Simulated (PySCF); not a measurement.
**Two runs on CH$_{5}$Cl$_{2}$Ga$_{2}$N**

System: CH$_{5}$Cl$_{2}$Ga$_{2}$N, SMILES C=[N][GaH-]1[Cl+][GaH2-][Cl+]1.
Method of the first run: TDDFT CAM-B3LYP/def2-SVPD, vertical, gas phase, core orbitals frozen in the response (PySCF 2.14.0).

The geometry comes from this level: PBE0-D3(BJ)/def2-SVP. Text and figures count atoms from 1; the logs count them from 0 in places.

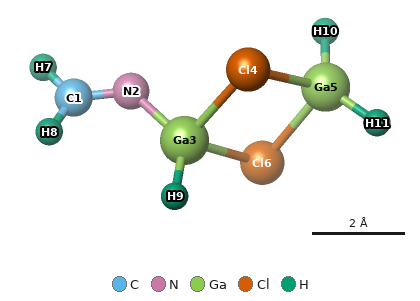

Fig. 1: The input geometry (ball-and-stick view, seen at a tilt; atoms are numbered from 1 in the order of the input). Sticks mark near contacts. Bond lengths as drawn: Cl–Ga 2.35 to 2.38 Å, C–H 1.11 Å, C–N 1.26 Å, Ga–H 1.55 to 1.56 Å and Ga–N 1.87 Å.

### The input, the first run
```
{"job": {"kind": "uv", "xc": "CAM-B3LYP", "basis": "def2-SVPD", "ip": true}, "charge": 0, "multiplicity": 1}
C      2.773162    -0.355855     0.063870
N      1.536044    -0.557428    -0.091798
Ga     0.297663     0.837014    -0.057264
Cl    -1.297441     0.102685     1.501630
Ga    -2.747981    -0.542056    -0.276105
Cl    -1.163775     0.322276    -1.829520
H      3.482323    -1.208160     0.039851
H      3.258275     0.631717     0.234786
H      0.448083     2.381951     0.061084
H     -2.665647    -2.088140    -0.382431
H     -3.918310     0.480413    -0.250828
```

The first line tells a small driver script what to run in PySCF; the rest is the geometry in Å.

Hardware: 1 CPU thread, shared host.

### Output (the first run)
```
coarse grid: 50128 points
cycle   1  E = -4865.3395157858  dE = -6.636e-01  |g| = 8.280e-01  |ddm| = 4.325e+00
cycle   2  E = -4865.2832503206  dE =  5.627e-02  |g| = 1.054e+00  |ddm| = 2.362e+00
cycle   3  E = -4865.4518700911  dE = -1.686e-01  |g| = 1.107e-01  |ddm| = 1.343e+00
cycle   4  E = -4865.4542352155  dE = -2.365e-03  |g| = 4.978e-02  |ddm| = 1.733e-01
cycle   5  E = -4865.4547316646  dE = -4.964e-04  |g| = 7.923e-03  |ddm| = 6.640e-02
cycle   6  E = -4865.4547505599  dE = -1.890e-05  |g| = 2.224e-03  |ddm| = 1.484e-02
cycle   7  E = -4865.4547520371  dE = -1.477e-06  |g| = 5.574e-04  |ddm| = 4.492e-03
final grid: 99136 points
cycle   8  E = -4865.4546047844  dE = -8.225e-08  |g| = 6.168e-04  |ddm| = 4.142e-03
cycle   9  E = -4865.4546047418  dE =  4.262e-08  |g| = 8.275e-04  |ddm| = 1.519e-03
cycle  10  E = -4865.4546048483  dE = -1.065e-07  |g| = 7.526e-05  |ddm| = 1.019e-03
cycle  11  E = -4865.4546048496  dE = -1.323e-09  |g| = 3.492e-05  |ddm| = 1.037e-04
cycle  12  E = -4865.4546048499  dE = -3.147e-10  |g| = 8.538e-06  |ddm| = 7.767e-05
converged SCF energy = -4865.4546048499

Static polarisability (au): isotropic 104.695, principal 90.058 94.659 129.367

Singlet excitations
state   eV       nm        f      main configurations
  1   3.8568    321.5   0.00022   H->L 0.49, H->L+2 0.48
  2   5.7128    217.0   0.00127   H->L 0.39, H->L+2 0.33, H->L+6 0.21
  3   5.9195    209.5   0.01299   H->L+1 0.58, H->L+4 0.30
  4   6.2438    198.6   0.09773   H->L+5 0.46, H->L+3 0.34, H->L+7 0.11
  5   6.6765    185.7   0.00007   H-1->L 0.79, H-1->L+2 0.12
  6   6.7543    183.6   0.01232   H->L+3 0.31, H->L+4 0.31, H->L+1 0.26
  7   7.0945    174.8   0.10743   H->L+5 0.26, H->L+3 0.23, H->L+4 0.23
  8   7.1827    172.6   0.01106   H-1->L+1 0.77
  9   7.2553    170.9   0.00086   H->L+6 0.68, H->L+2 0.14, H->L 0.09
 10   7.4377    166.7   0.00201   H-2->L 0.79

Triplet excitations (Tamm-Dancoff, eV): 3.2845 5.0375 5.5223 5.5397
Vertical ionisation energy (delta-SCF) = 8.9604 eV
Vertical electron affinity (delta-SCF) = -0.3872 eV
```

The second run used a changed input.

### The two runs side by side

| quantity | the first run | the second run |
| --- | --- | --- |
| outcome | converged | converged |
| total energy (hartree) | −4865.454605 | −4864.429032 |
| HOMO (eV) | −8.24 | −9.55 |
| LUMO (eV) | −0.23 | 0.91 |
| dipole moment (D) | 1.11 | 1.14 |
| lowest excitation (eV) | 3.86 | 3.89 |
| SCF iterations | 12 | 13 |
| strongest computed line (eV) | 7.09 | 8.16 |
| basis functions | 210 | 210 |
| wall time (shared host) | 2.4 min | 1.9 min |

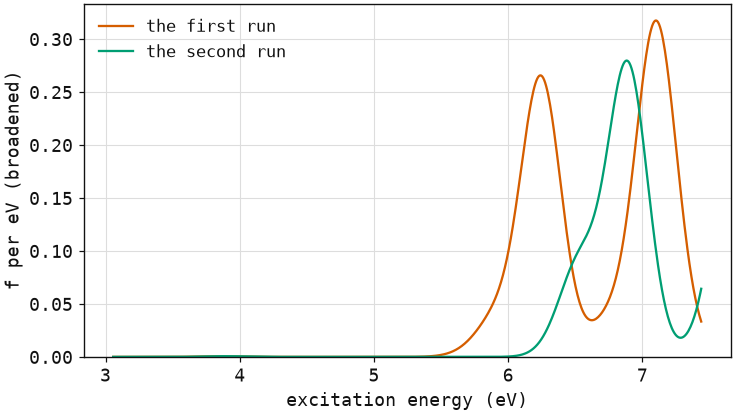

Fig. 2: Absorption of the two runs from their computed states, each broadened by a Gaussian of 0.35 eV full width; the range ends where the shorter list of states ends.

Which change of the input explains these differences?

The change (lines with − go, lines with + come):
```diff
-"xc": "CAM-B3LYP"
+"xc": "LC-wPBE"
```

The total energies belong to different methods, so their difference says nothing on which is more stable or more accurate. The HOMO goes from −8.24 to −9.55 eV. The LUMO goes from −0.23 to 0.91 eV. The dipole moment goes from 1.11 to 1.14 D. The lowest excitation goes from 3.86 to 3.89 eV. The strongest computed line goes from 7.09 to 8.16 eV. The functional changes from CAM-B3LYP to LC-wPBE. The SCF takes 13 iterations against 12.

### Output (the second run)
```
coarse grid: 50128 points
cycle   1  E = -4864.2973252767  dE = -6.851e-01  |g| = 8.670e-01  |ddm| = 4.193e+00
cycle   2  E = -4864.3050696950  dE = -7.744e-03  |g| = 9.503e-01  |ddm| = 2.097e+00
cycle   3  E = -4864.4275879280  dE = -1.225e-01  |g| = 6.435e-02  |ddm| = 1.087e+00
cycle   4  E = -4864.4286976033  dE = -1.110e-03  |g| = 4.476e-02  |ddm| = 1.521e-01
cycle   5  E = -4864.4291456332  dE = -4.480e-04  |g| = 1.154e-02  |ddm| = 7.271e-02
cycle   6  E = -4864.4291875863  dE = -4.195e-05  |g| = 3.011e-03  |ddm| = 2.083e-02
cycle   7  E = -4864.4291912010  dE = -3.615e-06  |g| = 6.703e-04  |ddm| = 8.004e-03
final grid: 99136 points
cycle   8  E = -4864.4290315231  dE = -3.923e-07  |g| = 6.538e-04  |ddm| = 5.900e-03
cycle   9  E = -4864.4290315506  dE = -2.744e-08  |g| = 7.767e-04  |ddm| = 2.257e-03
cycle  10  E = -4864.4290316552  dE = -1.047e-07  |g| = 7.492e-05  |ddm| = 8.736e-04
cycle  11  E = -4864.4290316606  dE = -5.313e-09  |g| = 5.434e-05  |ddm| = 3.089e-04
cycle  12  E = -4864.4290316616  dE = -1.061e-09  |g| = 1.359e-05  |ddm| = 1.318e-04
cycle  13  E = -4864.4290316617  dE = -4.184e-11  |g| = 3.540e-06  |ddm| = 1.912e-05
converged SCF energy = -4864.4290316617

Static polarisability (au): isotropic 101.441, principal 88.068 91.196 125.061

Singlet excitations
state   eV       nm        f      main configurations
  1   3.8923    318.5   0.00024   H->L+3 0.58, H->L 0.38
  2   6.4014    193.7   0.00290   H->L 0.38, H->L+6 0.30, H->L+3 0.17
  3   6.5373    189.7   0.03050   H->L+1 0.32, H->L+4 0.24, H->L+2 0.18
  4   6.8894    180.0   0.10224   H->L+5 0.48, H->L+7 0.15, H->L+1 0.11
  5   7.1302    173.9   0.00003   H-1->L 0.69, H-1->L+3 0.13
  6   7.5815    163.5   0.02415   H-1->L+1 0.58, H-1->L+4 0.11, H-1->L+8 0.10
  7   7.7913    159.1   0.14533   H->L+2 0.30, H->L+4 0.25, H->L+9 0.17
  8   7.9598    155.8   0.05433   H-2->L 0.27, H->L+1 0.14, H->L+4 0.13
  9   7.9686    155.6   0.01015   H-2->L 0.50
 10   8.1649    151.9   0.25306   H-3->L 0.51, H-3->L+3 0.09

Triplet excitations (Tamm-Dancoff, eV): 3.2599 4.9484 6.0141 6.1482
Vertical ionisation energy (delta-SCF) = 9.0163 eV
```

For both runs: Spin–orbit coupling is left out, which matters for the heavy atoms.
